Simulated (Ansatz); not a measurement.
**C2H4AlFO (SMILES C=C[O][AlH][F]) at 6 levels**

Aim: a comparison of 6 runs (HF/3-21G, B2PLYP/def2-SVP, PBE-QIDH/def2-SVP, r2SCAN/def2-SVP, wB97M-V/def2-SVP, CCSD(T)/def2-SVP) of C2H4AlFO. 

The calculation is run with Ansatz 0.2.0.

127 further runs of the same task are left out: 127 set aside as unsound or not needed.

**1. The structure to begin with**

C2H4AlFO: 9 atoms, total charge 0, spin state singlet. As SMILES, `C=C[O][AlH][F]`. The C1–H6 distance was set to 1.624 Å, away from the relaxed value. At this shape a bond of the SMILES string is far longer than usual.

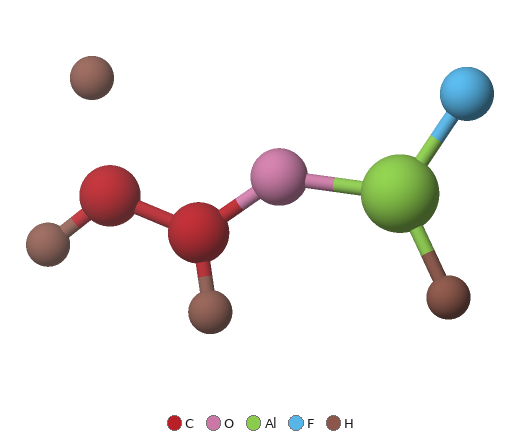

The structure, seen from a chosen angle (carbon red, oxygen pink, aluminium green, fluorine blue, hydrogen brown).

**2. The energy at HF/3-21G (run 1)**

Input file input.yaml:

```yaml
crystal:
  periodic: [false, false, false]
  atoms:
    - symbol: C
      position_ang: [-1.694140, -0.572784, 0.623836]
    - symbol: C
      position_ang: [-0.860140, -0.525584, -0.404564]
    - symbol: O
      position_ang: [0.358160, 0.043816, -0.340464]
    - symbol: Al
      position_ang: [1.668660, 0.306616, -1.364864]
    - symbol: F
      position_ang: [2.955460, 1.088916, -0.715064]
    - symbol: H
      position_ang: [-1.297700, 0.065300, 2.064100]
    - symbol: H
      position_ang: [-2.659840, -1.044884, 0.508436]
    - symbol: H
      position_ang: [-1.131140, -0.955784, -1.368864]
    - symbol: H
      position_ang: [1.692160, -0.153484, -2.860364]
basis:
  gaussian:
    orbitals: 3-21G.json
magnetization:
  spin_polarized: false
  initial_magnetization: 0
hamiltonian:
  xc: hf
accuracy: high
output: {orbitals: {seedname: orbitals}}
```

The basis set 3-21G is read from a file made from the Basis Set Exchange's data (not shown).

Command:

```console
ansatz run input.yaml --threads 1 --pin off --max-ram 3480MiB --events-out events.jsonl --progress --plain --runs-dir runs
```

The log of the run:

```text
Warning: RAYON_NUM_THREADS=1 ignored (pool sized by the plan → 1); use --threads N
Functional definition: HF
  name "HF"
  exchange = exact_x
  correlation = 0
1287 factors; integrals over basis functions are off by at most 6.9e-9 eV
mean field evaluation 1: about -13373.0667 eV, gradient 4.0e1 eV
mean field evaluation 2: about -13373.4275 eV, gradient 4.0e1 eV
mean field evaluation 4: about -13376.6494 eV, gradient 2.4e0 eV
mean field evaluation 8: about -13376.6935 eV, gradient 2.3e-1 eV
mean field evaluation 16: about -13376.6937 eV, gradient 1.5e-8 eV
mean field -13376.69365038 eV, -491.5844246028 hartree, gradient 5.9e-8 eV, S^2 0.000000; 0 other end points of the search recorded, 0 dependent functions left out
reference -13376.69365038 eV, -491.5844246028 hartree; 23, 23 occupied and 34, 34 virtual orbitals, 1287 factors
Total energy: -13376.69365038 eV, -491.5844246028 hartree
```

Wall time 0.85 s (1 thread of Arm Neoverse V1, shared host); peak memory 0.13 GiB.

**3. A single-point energy at B2PLYP/def2-SVP (run 2)**

Input file in.yaml:

```yaml
crystal:
  periodic: [false, false, false]
  atoms:
    - symbol: C
      position_ang: [-1.694140, -0.572784, 0.623836]
    - symbol: C
      position_ang: [-0.860140, -0.525584, -0.404564]
    - symbol: O
      position_ang: [0.358160, 0.043816, -0.340464]
    - symbol: Al
      position_ang: [1.668660, 0.306616, -1.364864]
    - symbol: F
      position_ang: [2.955460, 1.088916, -0.715064]
    - symbol: H
      position_ang: [-1.297700, 0.065300, 2.064100]
    - symbol: H
      position_ang: [-2.659840, -1.044884, 0.508436]
    - symbol: H
      position_ang: [-1.131140, -0.955784, -1.368864]
    - symbol: H
      position_ang: [1.692160, -0.153484, -2.860364]
basis:
  gaussian: {orbitals: def2-SVP}
hamiltonian: {xc: {name: B2PLYP}}
correlation: {frozen_orbitals: {Al: 5, C: 1, F: 1, H: 0, O: 1}}
accuracy: high
output: {orbitals: {seedname: orbitals}}
```

Command:

```console
ansatz run in.yaml --threads 1 --pin off --max-ram 3480MiB --events-out events.jsonl --progress --plain --runs-dir runs
```

The log of the run (excerpt; [...] marks lines left out):

```text
Warning: RAYON_NUM_THREADS=1 ignored (pool sized by the plan → 1); use --threads N
Functional definition: B2PLYP
  name "B2PLYP"
[...]
2093 factors; integrals over basis functions are off by at most 8.8e-9 eV
[...]
mean field -13477.17055912 eV, -495.2768828934 hartree, gradient 5.0e-8 eV, S^2 0.000000; 0 other end points of the search recorded, 0 dependent functions left out
9 core orbitals not correlated: weight in the atoms' cores, before any rotation towards them, 1.000 or more for the frozen orbitals, at most 0.000 for the correlated occupied ones
reference -13477.17058795 eV, -495.2768839528 hartree; 14, 14 occupied and 71, 71 virtual orbitals, 2093 factors
second order -23.37999762 eV of doubles, -0.00000000 eV of singles
Total energy: -13483.48318731 eV, -495.5088677004 hartree
```

Run time: 12 s. Hardware: 1 thread of Arm Neoverse V1, shared host; peak memory 0.32 GiB.

**4. The energy at PBE-QIDH/def2-SVP (run 3)**

Input file run.yaml:

```yaml
crystal:
  periodic: [false, false, false]
  atoms:
    - {symbol: C, position_ang: [-1.694140, -0.572784, 0.623836]}
    - {symbol: C, position_ang: [-0.860140, -0.525584, -0.404564]}
    - {symbol: O, position_ang: [0.358160, 0.043816, -0.340464]}
    - {symbol: Al, position_ang: [1.668660, 0.306616, -1.364864]}
    - {symbol: F, position_ang: [2.955460, 1.088916, -0.715064]}
    - {symbol: H, position_ang: [-1.297700, 0.065300, 2.064100]}
    - {symbol: H, position_ang: [-2.659840, -1.044884, 0.508436]}
    - {symbol: H, position_ang: [-1.131140, -0.955784, -1.368864]}
    - {symbol: H, position_ang: [1.692160, -0.153484, -2.860364]}
basis:
  gaussian: {orbitals: def2-SVP}
accuracy: high
hamiltonian: {xc: {name: PBE-QIDH}}
output: {orbitals: {seedname: orbitals}}
correlation: {frozen_orbitals: {Al: 5, C: 1, F: 1, H: 0, O: 1}}
```

Command:

```console
ansatz run run.yaml --threads 1 --pin off --max-ram 3480MiB --events-out events.jsonl --progress --plain --runs-dir runs
```

The log of the run (excerpt; [...] marks lines left out):

```text
Warning: RAYON_NUM_THREADS=1 ignored (pool sized by the plan → 1); use --threads N
Functional definition: PBE-QIDH
  name "PBE-QIDH"
[...]
2093 factors; integrals over basis functions are off by at most 8.8e-9 eV
[...]
mean field -13469.83083338 eV, -495.0071529474 hartree, gradient 7.2e-8 eV, S^2 0.000000; 0 other end points of the search recorded, 0 dependent functions left out
9 core orbitals not correlated: weight in the atoms' cores, before any rotation towards them, 1.000 or more for the frozen orbitals, at most 0.000 for the correlated occupied ones
reference -13469.83083466 eV, -495.0071529944 hartree; 14, 14 occupied and 71, 71 virtual orbitals, 2093 factors
second order -21.57701090 eV of doubles, -0.00000000 eV of singles
Total energy: -13477.02317162 eV, -495.2714665027 hartree
```

It took 13 s on 1 thread of Arm Neoverse V1, shared host; peak memory 0.32 GiB.

Runs 4 to 5 aren't shown in full; the table further down has their settings and results.

**5. A single-point energy at CCSD(T)/def2-SVP (run 6)**

Input file job.yaml:

```yaml
crystal:
  periodic: [false, false, false]
  atoms:
    - {symbol: C, position_ang: [-1.694140, -0.572784, 0.623836]}
    - {symbol: C, position_ang: [-0.860140, -0.525584, -0.404564]}
    - {symbol: O, position_ang: [0.358160, 0.043816, -0.340464]}
    - {symbol: Al, position_ang: [1.668660, 0.306616, -1.364864]}
    - {symbol: F, position_ang: [2.955460, 1.088916, -0.715064]}
    - {symbol: H, position_ang: [-1.297700, 0.065300, 2.064100]}
    - {symbol: H, position_ang: [-2.659840, -1.044884, 0.508436]}
    - {symbol: H, position_ang: [-1.131140, -0.955784, -1.368864]}
    - {symbol: H, position_ang: [1.692160, -0.153484, -2.860364]}
basis:
  gaussian: {orbitals: def2-SVP}
correlation: {method: ccsd_t, frozen_orbitals: {Al: 5, C: 1, F: 1, H: 0, O: 1}}
accuracy: high
scf: {omitted_lower_state_checks: [cluster_reference, increment]}
```

Command:

```console
ansatz run job.yaml --threads 1 --pin off --max-ram 3480MiB --events-out events.jsonl --progress --plain --runs-dir runs
```

The log of the run (excerpt; [...] marks lines left out):

```text
Warning: RAYON_NUM_THREADS=1 ignored (pool sized by the plan → 1); use --threads N
[... 2 set-up lines as earlier in the session ...]
[...]
2093 factors; integrals over basis functions are off by at most 8.8e-9 eV
[...]
mean field -13442.91085396 eV, -494.0178619508 hartree, gradient 1.8e-8 eV, S^2 0.000000; 0 other end points of the search recorded, 0 dependent functions left out; unrestricted orbitals would lower it
9 core orbitals not correlated: weight in the atoms' cores, before any rotation towards them, 1.000 or more for the frozen orbitals, at most 0.000 for the correlated occupied ones
reference -13442.91085396 eV, -494.0178619508 hartree; 14, 14 occupied and 71, 71 virtual orbitals, 2093 factors
second order -19.03685441 eV of doubles, -0.00000000 eV of singles
cycle   1  -19.33244747 eV  change   -3.0e-1 eV  update   1.2e-1
[...]
cycle  23  -20.05227121 eV  change    1.5e-9 eV  update  7.9e-10
perturbative correction -0.54971725 eV, -0.0202017364 hartree
Total energy: -13463.51284243 eV, -494.7749710624 hartree
Checks for a lower state left out: cluster_reference, increment
```

Run time: 36 s. Hardware: 1 thread of Arm Neoverse V1, shared host; peak memory 0.6 GiB.

**6. Overview of the runs**

| run | level | frozen core orbitals | energy (Eh) | HOMO energy (eV) | LUMO energy (eV) | HOMO–LUMO gap (eV) | wall time |
| --- | --- | --- | --- | --- | --- | --- | --- |
| 1 | HF/3-21G | – | -491.584425 | -9.41 | 2.09 | 11.49 | 0.85 s |
| 2 | B2PLYP/def2-SVP | 9 | -495.508868 | -7.96 | 0.41 | 8.38 | 12 s |
| 3 | PBE-QIDH/def2-SVP | 9 | -495.271467 | -8.84 | 0.94 | 9.78 | 13 s |
| 4 | r2SCAN/def2-SVP | – | -495.699306 | -6.04 | -1.05 | 4.99 | 15 s |
| 5 | wB97M-V/def2-SVP | – | -495.749832 | -9.22 | 1.10 | 10.32 | 93 s |
| 6 | CCSD(T)/def2-SVP | 9 | -494.774971 | – | – | – | 36 s |

**7. What came out**

```
                                          quantity          value
                               run 6: total energy  -494.77497 Eh
run 6: correlation energy (9 core orbitals frozen)     -757.1 mEh
                             run 6: (T) correction     -20.20 mEh
                              run 6: T1 diagnostic          0.015
```

In words: Over runs 1, 2, 3, 4, 5 the HOMO–LUMO gap runs from 4.99 eV (r2SCAN/def2-SVP) to 11.49 eV (HF/3-21G). The two ends differ in method and basis. Totals of different functionals can't be ranked against each other. In run 6 the log says that unrestricted orbitals would lower the reference, so the values rest on an unstable closed-shell determinant (other closed-shell runs at this shape may share the fault). All runs together took 2.8 min, the longest 93 s.
